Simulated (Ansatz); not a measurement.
**C2H10AlNSi: density, localisation and related maps**

```
atom    x (Å)    y (Å)    z (Å)
   C  -1.7732   0.3577   1.3023
  Al  -0.1340  -0.1158   0.3382
  Si   2.1024   0.7430   0.8662
   C  -0.1981  -1.4585  -1.0830
   N  -0.3579  -0.0561  -1.6545
   H  -2.6699   0.0081   0.7812
   H  -1.8671   1.4385   1.4427
   H  -1.7859  -0.0938   2.2996
   H   3.0089   0.6322  -0.3214
   H   2.1341   2.1820   1.2690
   H   2.7841  -0.0050   1.9655
   H  -1.0915  -2.0475  -1.2777
   H   0.6746  -1.9499  -1.5046
   H   0.3929   0.2163  -2.2733
   H  -1.2413   0.0981  -2.1206
```

Geometry: PBE0-D4/def2-TZVP.

Level of theory: RKS PBE0-D4/def2-TZVPP (Ansatz).

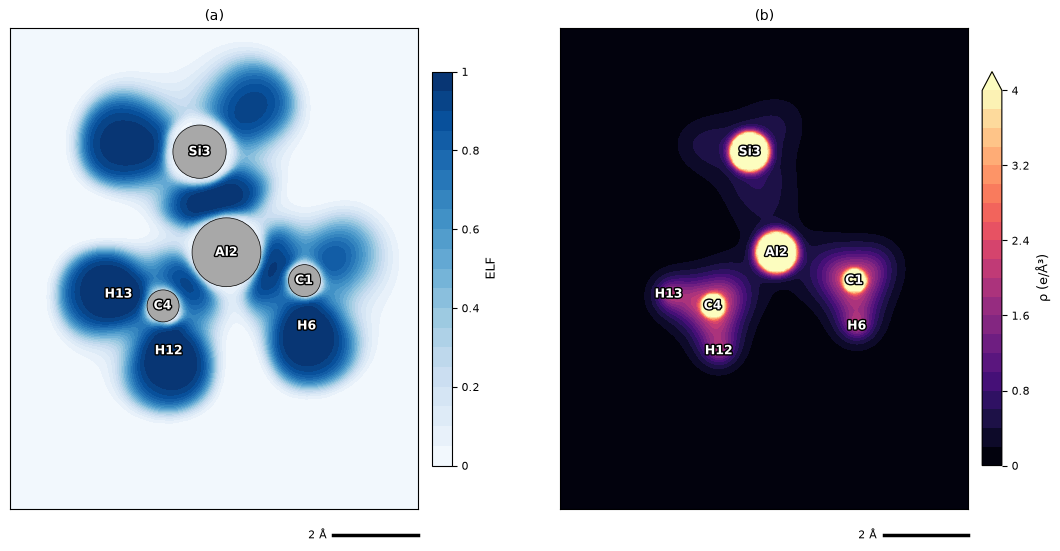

Figure 1. (a) ELF; (b) total electron density on the plane of atoms Si3, Al2 and C4. Grey discs cover the atomic cores in the ELF map.

What does the map show?

- The section cuts through C, Al, Si and H sites.
- C–Al (1.96 Å): ρ at the midpoint is about 0.64 e/Å³; the ELF peaks at about 0.90 in the valence shell of C, 0.7 Å from its nucleus, and is about 0.75 at the midpoint.
- Al–Si (2.45 Å): the density is about 0.5 e/Å³ at the midpoint; the ELF peaks at about 1 between the atoms; a covalent bond.
- C–H (1.09 Å): ρ at the midpoint is about 2 e/Å³; the ELF climbs to about 1 towards the hydrogen, as it does in any bond to H (a covalent bond by its length).

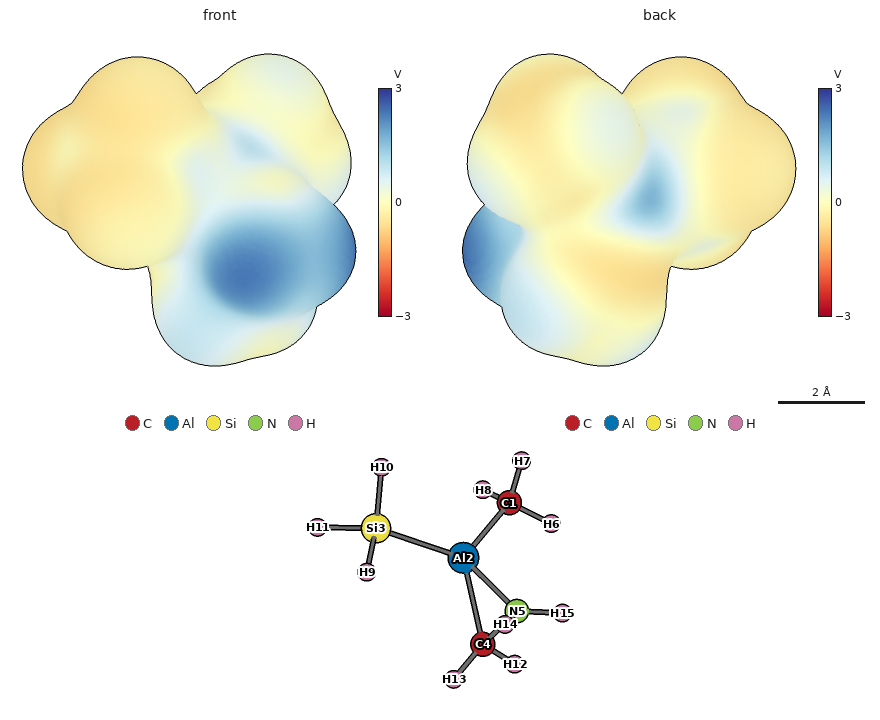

Figure 2. The molecular electrostatic potential painted on the density surface at 0.002 e/bohr³, seen from the front and from behind; the colour scale runs from red (negative) to blue (positive). The bare structure is drawn below in the same view.

Describe the electrostatic potential map.

The most negative region (about −0.6 V, or −14 kcal/mol for a unit charge) lies over C1, C4, H10 and H11, the most positive (about +2.4 V, or +55 kcal/mol for a unit charge) over H14 and H15.

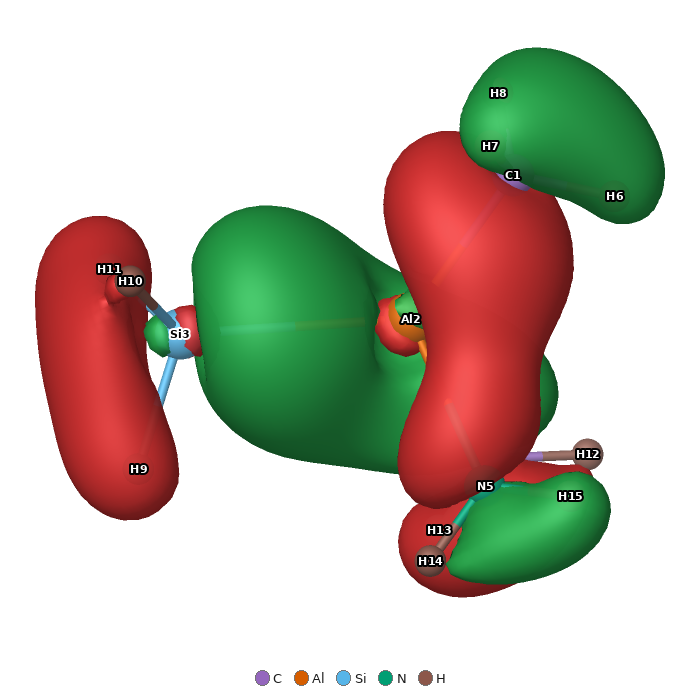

Figure 3. The HOMO−1 at ±0.08 Å⁻³ᐟ² (green and red are the two phases), seen at a tilt.

What is the character of this orbital?

Its weight (Hirshfeld) is mainly on Al2 (about 25 %), Si3 (about 20 %), C1 (about 20 %), C4 (about 15 %) and N5 (about 5 %). Its energy is −7.02 eV.
